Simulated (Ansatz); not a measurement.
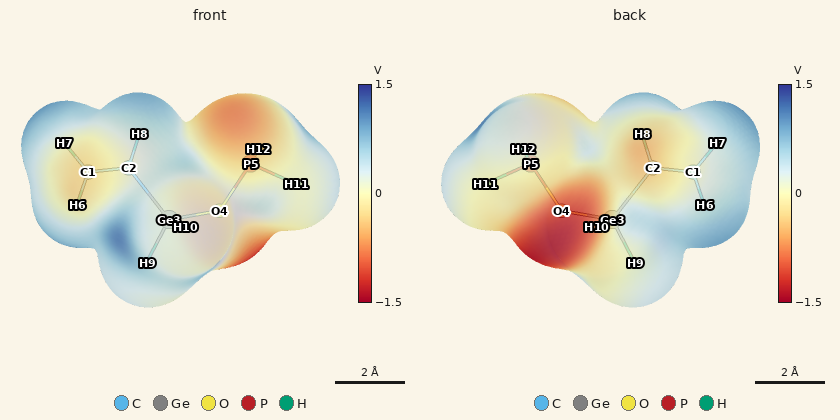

The picture shows: C2H7GeOP. The molecular electrostatic potential painted on the density surface at 0.002 e/bohr³, seen from the front and from behind; red is negative and blue positive.

Method: Ansatz, RKS LDA/def2-SVP.

```
atom    x (Å)    y (Å)    z (Å)
   C  -0.0742   1.6129   1.7597
   C  -0.3365   0.4177   1.2179
  Ge  -0.8671   0.2643  -0.6196
   O   0.4287  -0.5515  -1.5567
   P   0.9246  -2.0596  -1.0542
   H  -0.1484   2.5464   1.1681
   H   0.2291   1.7275   2.8179
   H  -0.2462  -0.5010   1.8296
   H  -0.9566   1.6662  -1.2558
   H  -2.1615  -0.5672  -0.7990
   H   0.9248  -2.7421  -2.3352
   H   2.3604  -1.8688  -1.1388
```

Question: Where is the surface potential most negative and most positive?

Answer: The most negative region (about −1.4 V) lies over O4, the most positive (about +1.1 V) over Ge3 and P5. O4 is the likeliest acceptor of a hydrogen bond.
